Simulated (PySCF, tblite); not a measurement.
**C₇H₉N₂ radical: geometry, infrared bands and EPR parameters**

Wanted: the infrared bands and EPR parameters of C₇H₉N₂ radical (`C=CCCC1=NC=C[N]1`), by calculation.

The runs use tblite 0.8.0 and PySCF 2.14.0, with density-fitted response routines of our own; the level of theory stands in each step. All values are computed, except where a source is named. Atoms are numbered from 0 throughout.

## Step 1: Starting geometry

18 atoms, charge 0, multiplicity 2; geometry from: force field or distance geometry start.

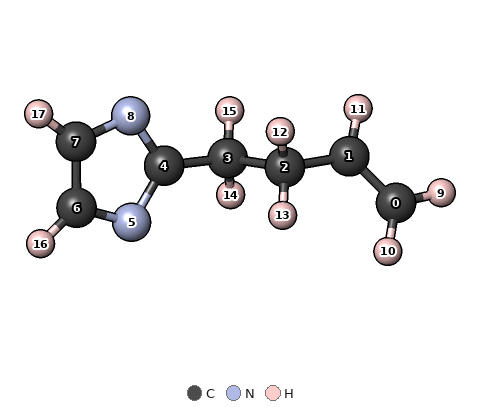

The starting geometry (carbon dark grey, nitrogen light blue, hydrogen pink), atoms numbered.

## Step 2: Geometry optimisation with GFN2-xTB

Job settings and geometry (Å):

```
{"job": {"kind": "relax", "xc": "GFN2-xTB", "basis": "xTB"}, "charge": 0, "multiplicity": 2}
C      3.514800    -0.211700     0.124500
C      2.450800     0.521800    -0.286700
C      1.072600     0.375500     0.293500
C      0.058200    -0.062400    -0.779100
C     -1.312400    -0.138200    -0.212700
N     -1.860600    -1.224700     0.367000
C     -3.107800    -0.876500     0.730500
C     -3.313600     0.434100     0.366300
N     -2.191200     0.882100    -0.229200
H      4.480600    -0.066400    -0.313900
H      3.399400    -0.965300     0.897400
H      2.581600     1.262300    -1.053500
H      0.762300     1.353400     0.713100
H      1.064500    -0.327200     1.128400
H      0.332200    -1.048000    -1.161000
H      0.062900     0.623700    -1.609700
H     -3.792600    -1.545500     1.234300
H     -4.210500     1.019100     0.499200
```

Run with:

```
$ OMP_NUM_THREADS=1 python probes_run.py task.json out
```

This one command runs all jobs of the session in turn.

The program printed:

```text
step      E/eV     max force
  0    -688.98774    2.021
  1    -689.04515    1.773
  2    -689.08203    0.475
  3    -689.09865    0.333
  4    -689.11281    0.351
  5    -689.11803    0.211
  6    -689.12479    0.225
  7    -689.12858    0.207
  8    -689.13171    0.145
  9    -689.13347    0.077
 10    -689.13452    0.087
 11    -689.13526    0.067
 12    -689.13611    0.098
 13    -689.13698    0.093
 14    -689.13767    0.095
 15    -689.13814    0.063
 16    -689.13852    0.052
 17    -689.13886    0.046
 18    -689.13914    0.043
 19    -689.13937    0.035
 20    -689.13958    0.037
 21    -689.13978    0.043
 22    -689.13992    0.032
 23    -689.14002    0.029
 24    -689.14010    0.025
 25    -689.14019    0.029
 26    -689.14031    0.034
 27    -689.14043    0.025
 28    -689.14053    0.021
 29    -689.14061    0.020
 30    -689.14067    0.017
 31    -689.14071    0.013
 32    -689.14075    0.015
 33    -689.14078    0.017
 34    -689.14082    0.017
 35    -689.14085    0.017
 36    -689.14090    0.016
 37    -689.14095    0.024
 38    -689.14103    0.028
 39    -689.14111    0.026
 40    -689.14119    0.025
 41    -689.14126    0.020
 42    -689.14134    0.022
 43    -689.14142    0.021
 44    -689.14149    0.019
 45    -689.14155    0.018
 46    -689.14161    0.019
 47    -689.14168    0.025
 48    -689.14175    0.026
 49    -689.14180    0.019
 50    -689.14183    0.012
 51    -689.14186    0.012
 52    -689.14188    0.010
 53    -689.14190    0.009
```

Run time: 0.38 s. Hardware: 1 thread of Arm Neoverse V1, shared host.

Relaxation path: (not every step is listed)

```csv
step,energy from step 0 (eV),largest force (eV/Å)
0,0.0000,2.0215
1,-0.0574,1.7735
2,-0.0943,0.4752
3,-0.1109,0.3326
4,-0.1251,0.3513
5,-0.1303,0.2110
6,-0.1370,0.2246
7,-0.1408,0.2073
8,-0.1440,0.1448
12,-0.1484,0.0980
16,-0.1508,0.0517
20,-0.1518,0.0373
24,-0.1524,0.0248
28,-0.1528,0.0214
32,-0.1530,0.0153
36,-0.1532,0.0161
40,-0.1535,0.0251
44,-0.1537,0.0190
48,-0.1540,0.0263
49,-0.1541,0.0187
50,-0.1541,0.0119
51,-0.1541,0.0124
52,-0.1541,0.0104
53,-0.1542,0.0094
```

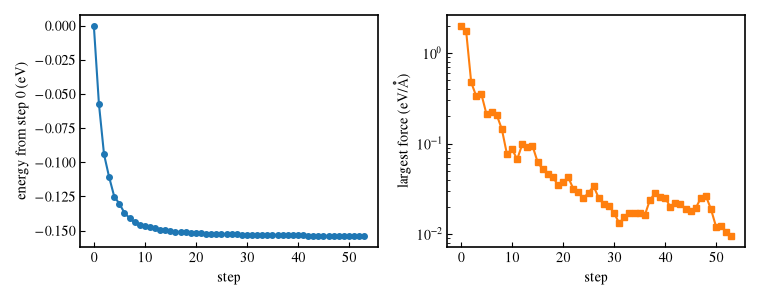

Energy and force, step by step.

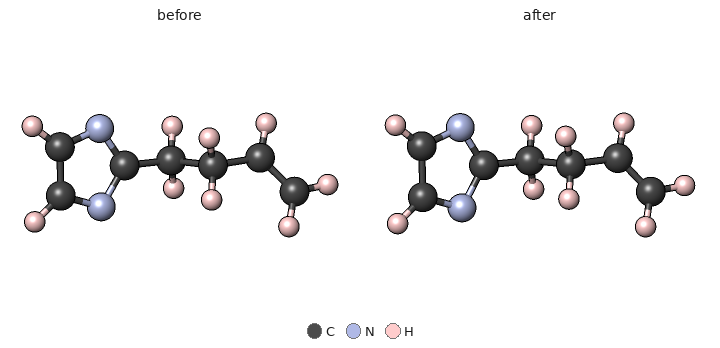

Before and after, at one scale.

Distances of close pairs at the start and the end, largest changes first:

```csv
bond,before (Å),after (Å),change (Å)
C6–C7,1.376,1.443,+0.067
C0–C1,1.356,1.321,-0.035
C7–N8,1.347,1.315,-0.033
N5–C6,1.345,1.315,-0.030
C3–C4,1.485,1.466,-0.019
C2–H12,1.108,1.092,-0.016
C3–H15,1.077,1.091,+0.013
C2–C3,1.540,1.553,+0.013
```

The final coordinates are the input of the step that follows.

## Step 3: Vibrational analysis with GFN2-xTB

Job settings and geometry (Å):

```
{"job": {"kind": "ir", "xc": "GFN2-xTB", "basis": "xTB"}, "charge": 0, "multiplicity": 2}
C      3.432566    -0.222897     0.127611
C      2.408890     0.520245    -0.253413
C      1.029930     0.399958     0.300907
C      0.048175    -0.077408    -0.803704
C     -1.304915    -0.145525    -0.242683
N     -1.809588    -1.254807     0.359356
C     -3.022021    -0.910986     0.733939
C     -3.242407     0.464970     0.359641
N     -2.156640     0.914340    -0.229720
H      4.416370    -0.094666    -0.290786
H      3.331257    -0.982595     0.885280
H      2.534106     1.270730    -1.023017
H      0.685780     1.372015     0.661218
H      1.007624    -0.312437     1.126381
H      0.356936    -1.065959    -1.144343
H      0.068611     0.638111    -1.626513
H     -3.683733    -1.581120     1.246586
H     -4.109700     1.074348     0.521625
```

The program printed:

```text
mode    cm-1     km/mol
  1      16.0      0.46
  2      55.9      0.05
  3      75.7      0.49
  4     100.7      1.69
  5     252.5      7.37
  6     273.0      0.11
  7     319.9      5.15
  8     426.7      2.08
  9     524.6      0.10
 10     577.8      8.98
 11     614.7      4.43
 12     655.7      8.94
 13     755.9     16.10
 14     805.2      1.05
 15     808.6      0.98
 16     855.4      6.92
 17     876.3      2.73
 18     897.7     23.02
 19     932.9      3.61
 20     970.5     41.95
 21     981.6     15.11
 22    1006.4     62.07
 23    1014.9     15.80
 24    1047.5     23.21
 25    1114.0      3.24
 26    1154.1     18.40
 27    1186.6     12.23
 28    1227.4      5.12
 29    1237.3      7.75
 30    1255.0     54.20
 31    1283.7     18.48
 32    1301.6      5.50
 33    1363.5     31.36
 34    1404.7     30.91
 35    1408.0      1.22
 36    1458.5     26.06
 37    1467.8      4.31
 38    1482.5    103.67
 39    1697.8     24.49
 40    2972.4     12.52
 41    2989.7      1.12
 42    2999.9     15.75
 43    3005.0     25.05
 44    3058.9     36.94
 45    3100.6     17.33
 46    3127.7     45.19
 47    3155.8     10.26
 48    3165.3     40.89
```

It took 0.67 s on 1 thread of Arm Neoverse V1, shared host.

The strongest bands and the atoms that carry them (share of the mass-weighted mode):

```csv
cm⁻¹,km/mol,atoms
970,42.0,"C2 21 %, H12 13 %, C3 12 %"
1006,62.1,"C2 34 %, C3 31 %"
1255,54.2,"C7 24 %, C6 24 %, H16 14 %, H17 14 %"
1364,31.4,"N5 22 %, N8 22 %, C4 19 %, C6 12 %"
1482,103.7,"C7 23 %, C6 23 %, N8 17 %, N5 17 %"
3059,36.9,H11 90 %
3128,45.2,"H9 60 %, H10 29 %"
3165,40.9,"H16 46 %, H17 45 %"
```

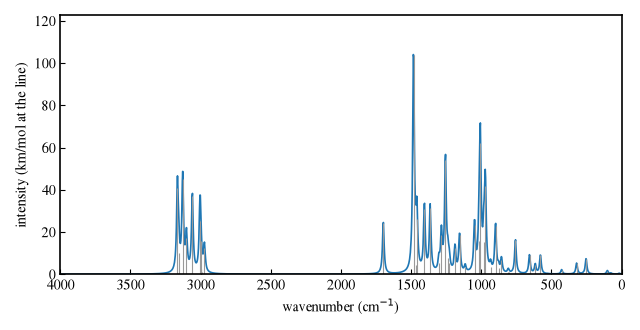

The infrared spectrum from these modes, unscaled. Lines are broadened to a width of 14 cm⁻¹ (Lorentzian).

## Step 4: g tensor and hyperfine couplings: B3LYP/pcH-1

The job, as its differences from that of step 3:

```diff
@@ -1,2 +1,2 @@
-{"job": {"kind": "ir", "xc": "GFN2-xTB", "basis": "xTB"}, "charge": 0, "multiplicity": 2}
+{"job": {"kind": "epr", "basis": "pcH-1"}, "charge": 0, "multiplicity": 2}
 C      3.432566    -0.222897     0.127611
```

Level: UKS B3LYP, pcH-1 on C H N, non-relativistic, mean-field spin-orbit, GIAO.

The program printed:

```text
UKS, coarse grid
  cycle   1  E = -381.53724073  |g| = 3.96e-01
  cycle   2  E = -381.47539961  |g| = 5.55e-01
  cycle   3  E = -381.60943224  |g| = 8.91e-02
  cycle   4  E = -381.61200798  |g| = 5.03e-02
  cycle   5  E = -381.61319657  |g| = 1.48e-02
  cycle   6  E = -381.61331940  |g| = 4.14e-03
  cycle   7  E = -381.61333796  |g| = 2.27e-03
  cycle   8  E = -381.61334294  |g| = 1.40e-03
  cycle   9  E = -381.61334438  |g| = 5.13e-04
UKS, final grid
  cycle   1  E = -381.61326037  |g| = 9.06e-04
  cycle   2  E = -381.61325930  |g| = 1.74e-03
  cycle   3  E = -381.61326079  |g| = 8.05e-05
  cycle   4  E = -381.61326079  |g| = 3.73e-05
  cycle   5  E = -381.61326080  |g| = 3.00e-05
E = -381.61326080 Eh   <S^2> = 0.7609 (exact 0.7500)
g shifts (ppm)      1          2          3
  rmc          -142       -142       -142
  gc             35          8         21
  oz_so        -116        -51        793
  total        -222       -185        673
hyperfine (MHz)  atom isotope    a_iso     a_fc   dipolar eigenvalues
    0   13C       1.49       1.49     -0.94     -0.52      1.45
    1   13C       2.74       2.74     -1.55     -0.74      2.29
    2   13C      40.24      40.24     -4.65     -4.42      9.07
    3   13C     -16.51     -16.51     -2.32     -0.39      2.71
    4   13C      48.71      48.71    -41.01    -39.18     80.19
    5   14N      -3.79      -3.79     -2.75      1.13      1.61
    6   13C      20.60      20.60    -30.00    -27.62     57.62
    7   13C      20.40      20.40    -29.87    -27.49     57.36
    8   14N      -3.75      -3.75     -2.68      1.09      1.59
    9    1H       1.36       1.36     -0.66     -0.39      1.05
   10    1H       0.15       0.15     -0.66     -0.06      0.72
   11    1H       0.18       0.18     -1.09     -0.45      1.54
   12    1H      -3.27      -3.27     -3.71     -0.85      4.56
   13    1H      -3.00      -3.00     -3.63     -0.90      4.53
   14    1H      18.31      18.31     -2.82     -2.40      5.22
   15    1H      21.00      21.00     -2.89     -2.35      5.24
   16    1H     -26.87     -26.87    -15.26     -2.41     17.67
   17    1H     -26.77     -26.77    -15.20     -2.41     17.62
```

It took 1.9 min on 1 thread of Arm Neoverse V1, shared host; peak memory 0.98 GiB.

Principal g values 2.00210, 2.00213, 2.00299; g(iso) = 2.00241, against 2.00232 for a free electron.

Mean a(iso) over the nuclei that a row names, and the largest dipolar term of the row (other rows stand at the frozen geometry):

```csv
nuclei,isotope,a(iso) (MHz),"a(iso) (G, at g = 2.0023)",largest dipolar term (MHz)
C4,13C,48.7,17.4,80.2
C2,13C,40.2,14.4,9.1
H16,1H,-26.9,-9.6,17.7
H17,1H,-26.8,-9.6,17.6
C6,13C,20.6,7.4,57.6
C7,13C,20.4,7.3,57.4
"H14, H15",1H,19.7,7.0,5.2
C3,13C,-16.5,-5.9,2.7
N5,14N,-3.8,-1.4,-2.7
N8,14N,-3.7,-1.3,-2.7
"H12, H13",1H,-3.1,-1.1,4.6
C1,13C,2.7,1.0,2.3
C0,13C,1.5,0.5,1.5
H9,1H,1.4,0.5,1.0
```

Mulliken spin populations:

C0 0.01; C1 0.00; C2 0.04; C3 -0.04; C4 0.45; N5 -0.07; C6 0.34; C7 0.34; N8 -0.07; H9 0.00; H10 0.00; H11 0.00; H12 0.00; H13 0.00; H14 0.01; H15 0.01; H16 -0.02; H17 -0.02

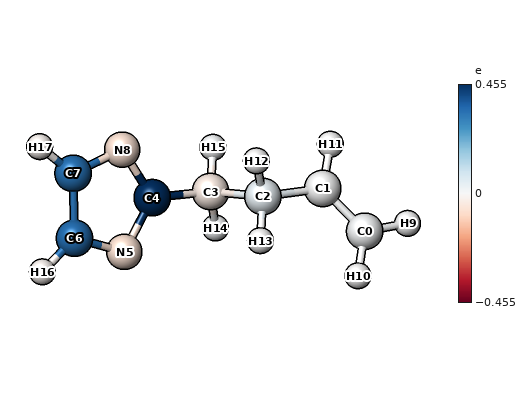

Mulliken spin populations, as colours on the atoms.

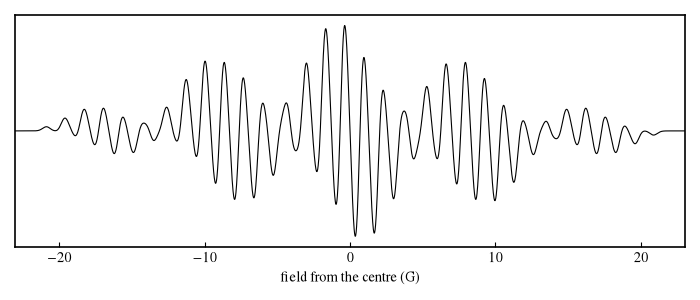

First-order isotropic spectrum (first derivative, main isotopes with spin only, couplings over 0.8 MHz, Gaussian width 0.3 G; couplings of the frozen geometry, rotation of groups not averaged beyond the rows shown).

Orbitals, density, ELF and potential are computed afterwards from the orbital file.

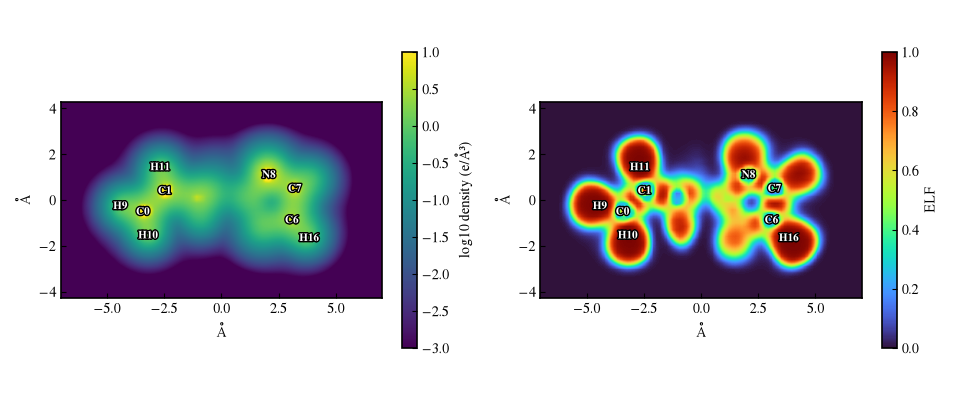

Density (left) and ELF (right) in a plane through or near 9 of the atoms.

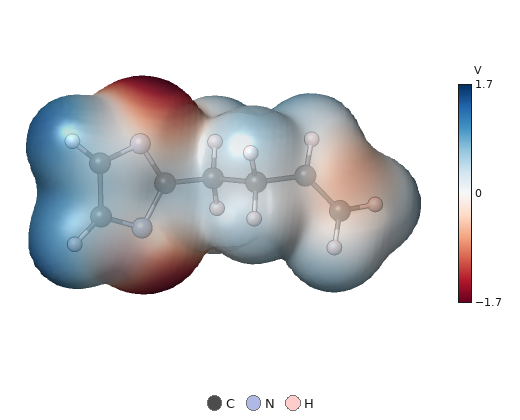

Electrostatic potential on the surface of density 0.002 e/bohr³; red is low, blue high. It runs from -1.70 V near N5 to 1.24 V near H16.

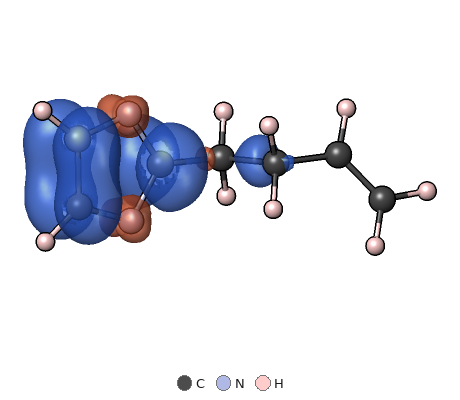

Spin density at ±0.02 e/Å³ (alpha excess blue, beta excess red).

## Step 5: Summary of results

| quantity | value |
| --- | --- |
| strongest single infrared mode (GFN2-xTB) | 1482 cm⁻¹, 104 km/mol |
| zero-point energy (GFN2-xTB) | 89.3 kcal/mol |
| g(iso) (B3LYP) | 2.00241 |
| ⟨S²⟩ | 0.761 (exact 0.75) |
| largest a(iso) (averaged by class) | 13C on C4, 48.7 MHz |
| potential on the surface of density 0.002 e/bohr³, 1st and 99th percentile | -1.70 V and 1.24 V |

What this shows: Relaxing lowered the energy by 0.154 eV in 53 steps; the close pair that moved most is C6–C7, from 1.376 to 1.443 Å. No mode is imaginary among the 48: a minimum at this level. The strongest single mode, at 1482 cm⁻¹, is spread over several atoms, C7, C6, N8, N5 among them. Unscaled tight-binding wavenumbers are off by several per cent, some by more. Its intensities can rank the bands wrongly. The largest spin populations lie on C4 (0.45 e), C6 (0.34 e), C7 (0.34 e). The isotropic g lies 0.1 ppt above the free-electron value. The conformer search found further structures of the same energy, which may be mirror or relabelled copies of this one.
